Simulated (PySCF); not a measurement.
Species, as SMILES: C1CN1.
Geometry (B3LYP-D3(BJ)/def2-TZVP, fixed):
```
C
H 1 1.0830
H 1 1.0841 2 114.71
N 1 1.4686 2 114.80 3 -142.73
H 4 1.0144 1 110.39 2 146.03
C 4 1.4686 5 110.39 1 -65.01
H 6 1.0830 4 114.80 5 -146.03
H 6 1.0841 7 114.71 4 -142.73
```
Charge 0, spin multiplicity 1.

Basis-set convergence of the lowest singlet excitation energy at CAM-B3LYP with PySCF. Tamm-Dancoff approximation; the state is taken by its order, and sets in which it differs in degeneracy or brightness are left out, yet its character can still change. All functions are spherical. Density fitting with generated auxiliary sets. No added dispersion term, no relativity. Reference: the value in aug-pcseg-2, 6.181 eV, itself unsure by roughly 0.002 eV (its distance from aug-cc-pVTZ). Deviations are taken from unrounded values. Cost is core time over that of 6-31G**, rough, on shared machines of one kind.

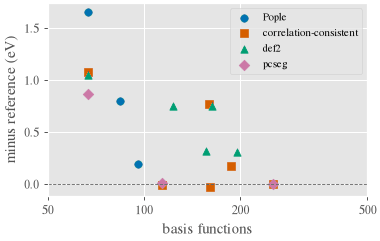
Figure. Deviation from the reference against the number of basis functions, by family of sets.

```
basis            functions  lowest singlet excitation energy (eV)  minus reference (eV)  cost
---------------  ---------  -------------------------------------  --------------------  ----
6-31G**                 67                                  7.834                 1.654    1×
cc-pVDZ                 67                                  7.257                 1.077    1×
def2-SVP                67                                  7.229                 1.048    1×
pcseg-1                 67                                  7.050                 0.869    1×
6-311G**                84                                  6.981                 0.800    1×
6-311+G**               96                                  6.376                 0.196    2×
aug-cc-pVDZ            114                                  6.170                -0.011    2×
aug-pcseg-1            114                                  6.191                 0.010    2×
def2-TZVP              123                                  6.935                 0.754    3×
def2-TZVPD             156                                  6.495                 0.314    4×
cc-pVTZ                160                                  6.952                 0.771    5×
d-aug-cc-pVDZ          161                                  6.150                -0.031    5×
def2-TZVPP             163                                  6.930                 0.749    5×
jun-cc-pV(T+d)Z        187                                  6.350                 0.169    6×
def2-TZVPPD            196                                  6.487                 0.306    7×
aug-cc-pVTZ            253                                  6.182                 0.002   10×
aug-pcseg-2            253                                  6.181                 0.000   10×
```
